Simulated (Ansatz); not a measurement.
## Fields on a plane of PbS (rock salt)

```yaml
crystal:
  lattice:
    - [0.00000, 3.00445, 3.00445]
    - [3.00445, 0.00000, 3.00445]
    - [3.00445, 3.00445, 0.00000]
  atoms:
    - { symbol: S, position: [0.00000, 0.00000, 0.00000] }
    - { symbol: Pb, position: [0.50000, 0.50000, 0.50000] }
```

The slice is a {111} plane (indices of the conventional cell) through the point (0.000, 0.000, 0.000) (fractional), spanned by u = [100] and v = [-1 2 0] in vectors of this cell: u (4.25 Å) and v (7.36 Å, at 90° to u). It covers one period; positions are fractions (u, v).

Atoms on it: S at (0.00, 0.00); S at (0.50, 0.50).

Calculation: PBE (plane waves to 420 eV, PAW, scalar-relativistic; Ansatz, a first-principles code). k mesh 10×10×10. Near the nuclei the fields are pseudised (PAW); where an atom keeps semicore shells as valence, they peak there. PbS was relaxed with its symmetry unable to fall. Spin-orbit coupling is left out, though Pb is heavy.

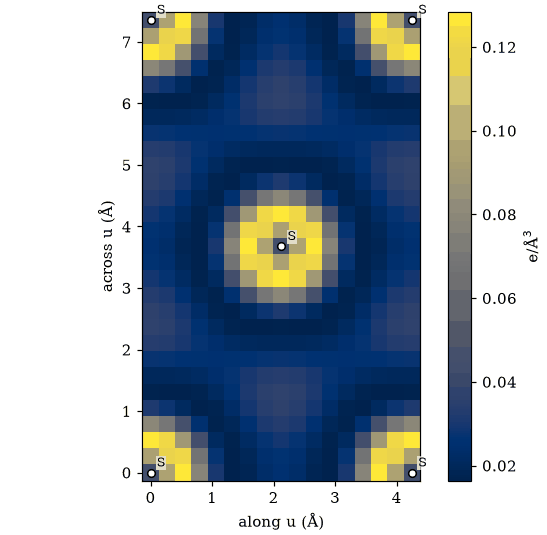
*Density of the lowest conduction band (whole band as if filled, smooth part) in e/Å³, one period of the plane, atoms marked. *

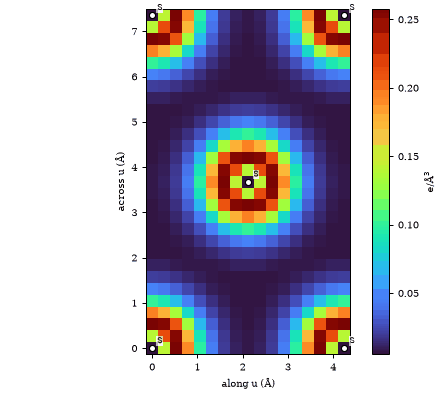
Density of the highest valence band (whole band, smooth part) in e/Å³, one period of the plane, atoms marked.
